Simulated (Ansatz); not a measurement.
The reference is Ba2TaBiO6 (space group R-3, No. 148; a = 6.072 Å, c = 14.589 Å (hexagonal axes); a cell from a computed database, its experimental status unchecked). Axes: x lies along a and z along c of the hexagonal cell.

Now apply this change: strain tensor (xx, yy, zz, yz, xz, xy) = (+2.38, −1.69, −0.83, −0.55, +1.60, −1.07) %; the atoms relax in the strained cell.

Method: plane-wave PAW DFT at the PBEsol level (Ansatz, a first-principles code, 420 eV), spin-orbit coupling left out.

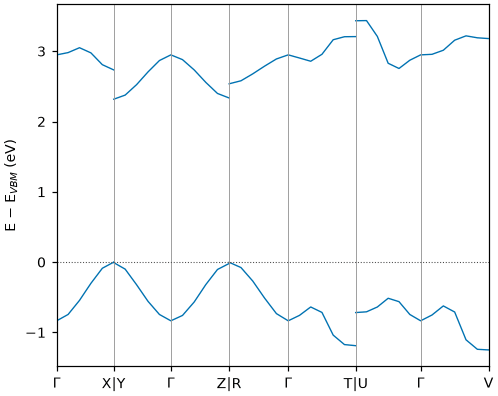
Figure. Highest valence and lowest conduction band along the path of the changed cell's own zone

**Question.** Read the changed gap and its character from the plot.

**Answer.** About 2.3 eV, indirect, X → Y.

Spin-orbit coupling, missing from the scalar runs, can matter with Bi and Ta. Whether these cells are dynamically stable was not tested. Labels are those of the standard path for the cell's own space group.
